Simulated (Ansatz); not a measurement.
System: TiO2 (Rutile).

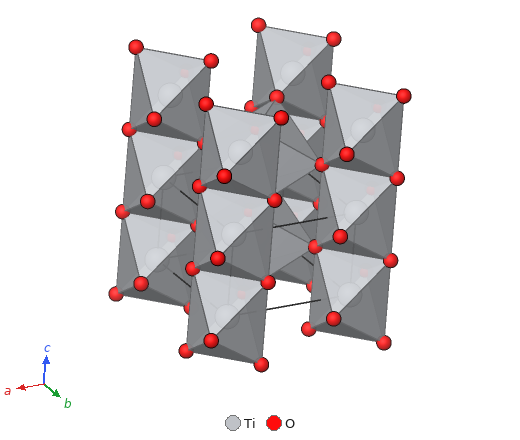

The structure (titanium light grey, oxygen red). 1×1×2 cells are drawn. Some periodic images of atoms are drawn too.

```
Ti O
1.0
     4.59220    0.00000    0.00000
     0.00000    4.59220    0.00000
     0.00000    0.00000    2.95740
Ti O
2 4
Direct
  0.00000 0.00000 0.00000
  0.50000 0.50000 0.50000
  0.30496 0.30496 0.00000
  0.19504 0.80496 0.50000
  0.69504 0.69504 0.00000
  0.80496 0.19504 0.50000
```

The cell and positions come from the Crystallography Open Database and are kept as given unless a step says otherwise. PAW set soft_2, made with PBE.

Gaps computed with Ansatz 0.2.0 without a self-energy: LDA 1.81 eV and r2SCAN 2.23 eV.

What gap should G0W0 on r2SCAN give (4×4×6 mesh, 493 empty bands, screening to 230 eV, default PAW files)?

About 3.26 eV: on its mesh the run moves the gap from 2.23 eV by +1.03 eV. A band edge moves to another state on the way. Among the scalar-relativistic levels given, r2SCAN is nearest (−1.03 eV). Bands and cutoff are finite, so the gap is not at the basis limit. The miss can reach some tenths of an eV and take either sign; the mesh is an error of its own.

[Paths, hosts, dates, memory and timing lines, banners, echoed tables and standing remarks are left out of the program output.]

[Logs are printed without paths, hosts, clocks, repeated set-up lines and the standing remarks that a program may print on its own settings, such as how far it seeks lower states.]

[Runs of the session that timed out or met a known fault of the program may be left out.]

[Cells called generated may have been cut or substituted from an entry of the Crystallography Open Database or the Materials Project.]

[Hosts, paths, dates, database ids (printed as entryN), source tags and the programs' standing remarks are cut or masked in the printed files.]
